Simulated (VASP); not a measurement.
# CSeO with LDA: from relaxation to properties, part 2 of 5

Aim: relax CSeO, then compute properties on the relaxed cell. The cell is invented: it takes the structure of a Materials Project entry for CSO (space group 8 there), with some of its atoms replaced by other elements, volume scaled by an estimate. It may not be a known or stable phase. The atoms of the start are displaced at random from the sites of a Cm cell.

VASP 6.6.1, plane waves and PAW; the level of theory is named at each step.

So far: The structure; Rough relaxation of the start cell; Relaxing cell and atoms (LDA).

## Step 3: Relaxing cell and atoms (LDA) (continued)

Level of this step: LDA; plane waves and PAW (Se, O, C); invented cell (VASP).

Step by step (22 of 60):

```
step  energy less that of the first step (eV)  largest force (eV/Å)  pressure (GPa)  volume (Å³)
   1                                   0.0000                0.2183            0.16        62.66
   4                                   0.0008                1.0026           -0.39        62.32
   7                                  -0.0068                0.1284           -0.17        61.28
   9                                  -0.0082                0.4494            0.09        60.52
  12                                  -0.0095                0.3599           -0.05        60.10
  15                                  -0.0109                0.2349           -0.39        59.08
  18                                  -0.0123                0.1159            0.18        58.41
  21                                  -0.0135                0.1125           -0.02        58.14
  23                                  -0.0136                0.0677            0.33        58.17
  26                                  -0.0138                0.1576            0.07        58.32
  29                                  -0.0142                0.1056            0.06        58.51
  32                                  -0.0145                0.0739            0.07        58.97
  35                                  -0.0147                0.0799           -0.09        59.18
  38                                  -0.0149                0.0397           -0.08        59.59
  40                                  -0.0149                0.0334           -0.09        59.66
  43                                  -0.0150                0.0273           -0.11        59.73
  46                                  -0.0150                0.0161           -0.08        59.67
  49                                  -0.0151                0.0318           -0.02        59.55
  52                                  -0.0151                0.0361           -0.06        59.37
  54                                  -0.0152                0.0328           -0.02        59.26
  57                                  -0.0152                0.0275            0.04        59.13
  60                                  -0.0152                0.0091            0.01        59.09
```

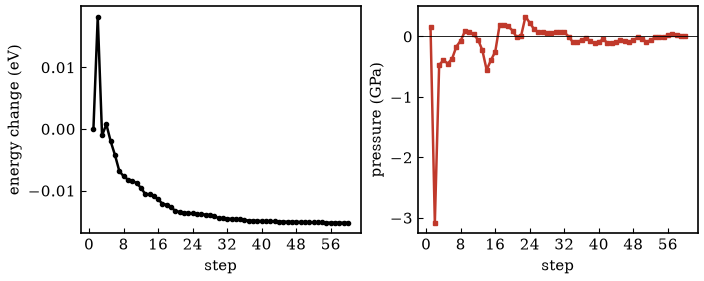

Energy and pressure along the relaxation.

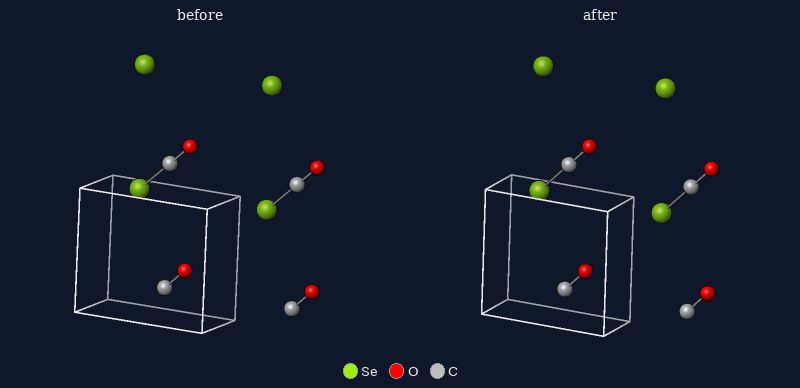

The structure before and after the relaxation, drawn at the same scale. Bonds to atoms that aren't drawn are left out.

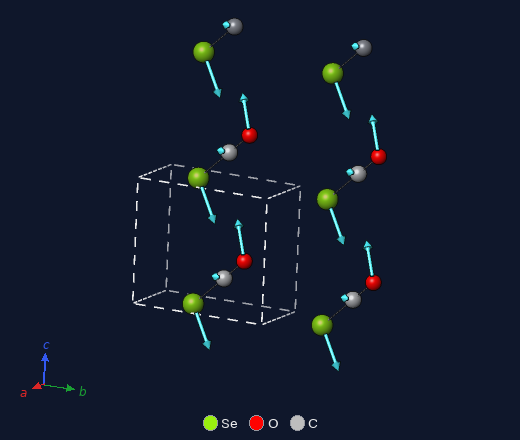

Displacements in the relaxation, exaggerated, measured against the changing cell; the longest in the cell stands for 0.06 Å. 1×2×2 cells are drawn. Some periodic images of atoms are drawn too.

| cell as run | before | after | change |
| --- | --- | --- | --- |
| a (Å) | 4.089 | 3.938 | -3.7 % |
| b (Å) | 4.087 | 3.939 | -3.6 % |
| c (Å) | 3.938 | 3.952 | +0.4 % |
| α (°) | 96.99 | 98.55 | +1.6 % |
| β (°) | 96.93 | 98.54 | +1.7 % |
| γ (°) | 103.86 | 98.27 | -5.4 % |
| volume (Å³/atom) | 20.89 | 19.70 | -5.7 % |

The atoms that moved most (Å, as changes of fractional coordinates times the final cell):

```
atom      dx      dy      dz  length
 Se1   0.032   0.011  -0.047   0.058
  O2  -0.032   0.004   0.045   0.056
  C3   0.000  -0.014   0.002   0.014
```

Final coordinates:

```cif
data_structure
_symmetry_space_group_name_H-M 'P 1'
_symmetry_Int_Tables_number 1
_cell_length_a 3.9385
_cell_length_b 3.9388
_cell_length_c 3.9521
_cell_angle_alpha 98.551
_cell_angle_beta 98.539
_cell_angle_gamma 98.269
_cell_volume 59.09
loop_
_atom_site_label
_atom_site_type_symbol
_atom_site_fract_x
_atom_site_fract_y
_atom_site_fract_z
_atom_site_occupancy
Se1 Se 0.29193 0.29135 0.95839 1
O2 O 0.79090 0.79033 0.46048 1
C3 C 0.58787 0.58691 0.25578 1
```

This step gave:

```
electrons                       : 16
bands                           : 14
irreducible k-points            : 172
symmetry operations             : 1
free energy (TOTEN)             : -20.36 eV
Fermi energy                    : 0.8727 eV
pressure                        : 0.008264 GPa
metallic                        : no
valence top at k                : 0, 0, 0.4286
conduction bottom at k          : 0, 0, 0
least direct gap at k           : 0, 0, 0
SCF cycles over all ionic steps : 332
gap on the k-mesh               : 3.448 eV
least direct gap on the k-mesh  : 3.716 eV
```

It ends with a largest force of 0.009 eV/Å and a pressure of 0.01 GPa.

## Step 4: Second relaxation

A relaxation keeps the plane waves of the cell it began with, so it is repeated from the new cell, on a basis made for it.

INCAR

```
SYSTEM = CSeO
PREC = Accurate
ENCUT = 520
EDIFF = 1E-06
NELM = 100
ISMEAR = -1
SIGMA = 0.05
LREAL = .FALSE.
ALGO = Normal
GGA = CA
NBANDS = 14
LORBIT = 11
LWAVE = .FALSE.
LCHARG = .FALSE.
IBRION = 2
NSW = 60
ISIF = 3
EDIFFG = -0.01
```

POSCAR

```
CSeO
1.0
    2.5769889700     -2.9785923200      0.0000000000
    2.5769889700      2.9785923200      0.0000000000
   -0.8975214400      0.0000000000      3.8488057500
Se O C
1 1 1
Direct
    0.2913478560      0.2913478560      0.9583943580
    0.7903195000      0.7903195000      0.4604760850
    0.5870997410      0.5870997410      0.2557775570
```

KPOINTS

```
Automatic mesh
0
Gamma
7 7 7
0 0 0
```

Potentials, in the order of the species: Se, O and C (LDA family, release 64).

The cell reached was symmetrised within 0.01 Å before this step, which raises the operations from 1 to 2, which the run then keeps.

Command:

```sh
> mpirun -np 1 vasp_std
```

The program printed:

```text
[... set-up lines as in an earlier step ...]
 entering main loop
       N       E                     dE             d eps       ncg     rms          rms(c)
DAV:   1     0.720926782235E+02    0.72093E+02   -0.73500E+03  2808   0.982E+02
DAV:   2    -0.160977957361E+02   -0.88190E+02   -0.82522E+02  3656   0.204E+02
DAV:   3    -0.214839724251E+02   -0.53862E+01   -0.53534E+01  3442   0.542E+01
DAV:   4    -0.215315201395E+02   -0.47548E-01   -0.47535E-01  3346   0.609E+00
DAV:   5    -0.215321297713E+02   -0.60963E-03   -0.60962E-03  3520   0.664E-01    0.101E+01
DAV:   6    -0.205564589611E+02    0.97567E+00   -0.27034E+00  2950   0.178E+01    0.509E+00
DAV:   7    -0.203987662127E+02    0.15769E+00   -0.31745E-01  3166   0.628E+00    0.326E+00
DAV:   8    -0.203645959926E+02    0.34170E-01   -0.13621E-01  3268   0.263E+00    0.608E-01
DAV:   9    -0.203610314743E+02    0.35645E-02   -0.45027E-03  3490   0.745E-01    0.220E-01
DAV:  10    -0.203607505080E+02    0.28097E-03   -0.26373E-03  3064   0.344E-01    0.727E-02
DAV:  11    -0.203607067793E+02    0.43729E-04   -0.15632E-04  3412   0.129E-01    0.202E-02
DAV:  12    -0.203607097393E+02   -0.29600E-05   -0.28522E-05  3142   0.420E-02    0.866E-03
DAV:  13    -0.203607105084E+02   -0.76906E-06   -0.36031E-06  3502   0.143E-02
   1 F= -.20360711E+02 E0= -.20360711E+02  d E =-.203607E+02
 curvature:   0.00 expect dE= 0.000E+00 dE for cont linesearch  0.000E+00
 trial: gam= 0.00000 g(F)=  0.701E-05 g(S)=  0.866E-05 ort = 0.000E+00 (trialstep = 0.100E+01)
 search vector abs. value=  0.157E-04
 reached required accuracy - stopping structural energy minimisation
```

Wall time 36 s (1 MPI rank of Intel Xeon Platinum 8488C (Sapphire Rapids), shared host); peak memory 0.21 GiB.

Parts of OUTCAR (step 4):

```text
  LATTYP: Found a base centered monoclinic cell.
 ALAT       =     5.1539779400
 B/A-ratio  =     1.1558420912
 C/A-ratio  =     0.7667997767
 COS(beta)  =    -0.2271016548

 Subroutine GETGRP returns: Found  2 space group operations
 (whereof  2 operations were pure point group operations)

The static configuration has the point symmetry C_1h.

 Found    100 irreducible k-points:

   k-points           NKPTS =    100   k-points in BZ     NKDIM =    100   number of bands    NBANDS=     14

   ENCUT  =  520.0 eV  38.22 Ry    6.18 a.u.   7.32  7.32  7.35*2*pi/ulx,y,z

   NELECT =      16.0000    total number of electrons

 E-fermi :   0.8731

 k-point     1 :       0.0000    0.0000    0.0000
  band No.  band energies     occupation
    ...
      4      -5.2894      2.00000
      5      -5.2875      2.00000
      6      -4.5380      2.00000
      7      -0.5198      2.00000
      8      -0.5152      2.00000
      9       3.2011      0.00000
     10       3.2216      0.00000
     11       4.3507      0.00000
     12       7.6700      0.00000
     13      10.9733      0.00000
    ...

 k-point     2 :       0.1429    0.0000    0.0000
  band No.  band energies     occupation
    ...
      4      -5.3902      2.00000
      5      -5.2913      2.00000
      6      -4.7138      2.00000
      7      -0.7784      2.00000
      8      -0.4679      2.00000
      9       3.2622      0.00000
     10       3.4353      0.00000
     11       4.8852      0.00000
     12       7.6560      0.00000
     13      10.5325      0.00000
    ...

  Total        0.0138448      0.0096801      0.0067097      0.0000000      0.0000000      0.0102042
  in kB        0.3754203      0.2624901      0.1819436      0.0000000      0.0000000      0.2767000
  external PRESSURE =       0.2732847 kB  Pullay stress =       0.0000000 kB

  energy-cutoff  :      520.00
  volume of cell :       59.09
      direct lattice vectors                 reciprocal lattice vectors
     2.576988970 -2.978592320  0.000000000     0.194024889 -0.167864530  0.045245593
     2.576988970  2.978592320  0.000000000     0.194024889  0.167864530  0.045245593
    -0.897521440  0.000000000  3.848805750     0.000000000  0.000000000  0.259820855

 POSITION                                       TOTAL-FORCE (eV/Angst)
 -----------------------------------------------------------------------------------
      0.64142      0.00000      3.68867         0.003558      0.000000      0.007656
      3.66000      0.00000      1.77228         0.002565      0.000000     -0.003279
      2.79633      0.00000      0.98444        -0.006123      0.000000     -0.004377
 -----------------------------------------------------------------------------------
    total drift:                               -0.000608      0.000000      0.000037

  FREE ENERGIE OF THE ION-ELECTRON SYSTEM (eV)
  ---------------------------------------------------
  free  energy   TOTEN  =       -20.3607105084 eV

  energy  without entropy=      -20.3607105084  energy(sigma->0) =      -20.36071051

 total charge
# of ion       s       p       d       tot
------------------------------------------
    1        1.491   2.344   0.084   3.919
    2        1.595   3.529   0.000   5.124
    3        0.912   1.652   0.000   2.564
--------------------------------------------------
tot          3.998   7.525   0.084  11.608

[... 2 parts as in an earlier step ...]

[... 7 further parts left out ...]
```

The run keeps the 2 symmetry operations of its start, so it cannot find a distortion of lower symmetry.

Little changed from the start: no atom moved by 0.005 Å and no cell edge by 0.1 %.

This step gave:

| Quantity | Value |
| --- | --- |
| irreducible k-points | 100 |
| symmetry operations | 2 |
| Fermi energy | 0.8731 eV |
| pressure | 0.02733 GPa |
| SCF cycles over all ionic steps | 13 |

It ends with a largest force of 0.008 eV/Å and a pressure of 0.03 GPa. The volume moved by under 0.01 %: the run met its threshold at the first step.

## Step 5: Single point with fields (LDA)

A single point on the relaxed cell gives a clean self-consistent state, with density, ELF and potential written out.

Changes to INCAR since step 4:

```diff
@@ -13,6 +13,5 @@
 LWAVE = .FALSE.
-LCHARG = .FALSE.
-IBRION = 2
-NSW = 60
-ISIF = 3
-EDIFFG = -0.01
+LCHARG = .TRUE.
+ISIF = 2
+LELF = .TRUE.
+LVHAR = .TRUE.
```

POSCAR is that of step 4.

KPOINTS is that of step 4.

Command:

```sh
> mpirun -np 1 vasp_std
```

The program printed:

```text
[... set-up lines as in an earlier step ...]
 entering main loop
       N       E                     dE             d eps       ncg     rms          rms(c)
[... 13 cycles as in an earlier step ...]
   1 F= -.20360711E+02 E0= -.20360711E+02  d E =-.132309E-10
```

The job ended after 40 s (1 MPI rank; peak memory 0.21 GiB).

OUTCAR, selected parts (step 5):

```text
   NELECT =      16.0000    total number of electrons

 E-fermi :   0.8731

[... 20 parts as in an earlier step ...]

[... 2 further parts left out ...]
```

This step gave:

```yaml
scf_cycles: 13
```

Valence electrons inside each PAW sphere by angular momentum. Sphere charges, by row:

```csv
atom,s (e),p (e),d (e),tot (e)
Se1,1.491,2.344,0.084,3.919
O2,1.595,3.529,0,5.124
C3,0.912,1.652,0,2.564
```

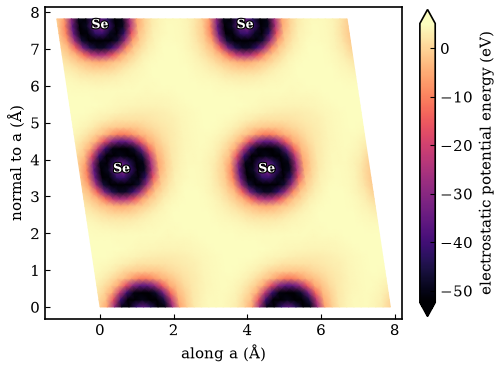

Electrostatic potential energy in the ac plane at fractional y = 0.291, with atoms of Se within 0.2 Å of it. With pseudopotentials it is smooth inside the atoms' cores, unlike the true potential.

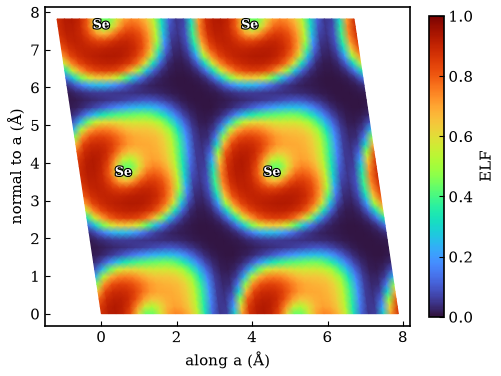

ELF in the ac plane at fractional y = 0.291, with atoms of Se within 0.2 Å of it. It is the smooth field of the valence electrons, not physical close to the nuclei.

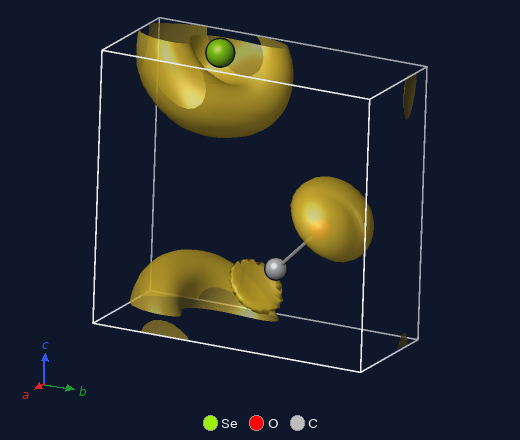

Surface of ELF = 0.85. Bonds to atoms that aren't drawn are left out.

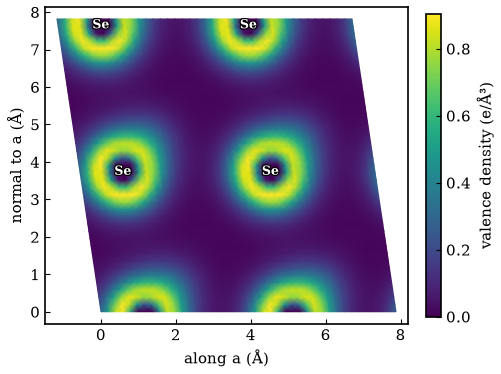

Valence density in the ac plane at fractional y = 0.291, with atoms of Se within 0.2 Å of it. It is the smooth field of the valence electrons, not physical close to the nuclei.

In this run the pressure is 0.03 GPa, small enough to go on.

(Continued in part 3 of 5.)

[Lines on the potential files, build, host, timing and source positions are cut from VASP's logs without a mark.]

[Logs are printed without paths, hosts, clocks, repeated set-up lines and the standing remarks that a program may print on its own settings, such as how far it seeks lower states.]

[Hosts, paths, dates, database ids (printed as entryN), source tags and the programs' standing remarks are cut or masked in the printed files.]

[A measured line is paired with the nearest computed mode of its activity, which favours agreement.]

[In band tables of VASP the shares of atoms and orbitals are scaled to a sum of 1 inside the atoms' spheres.]
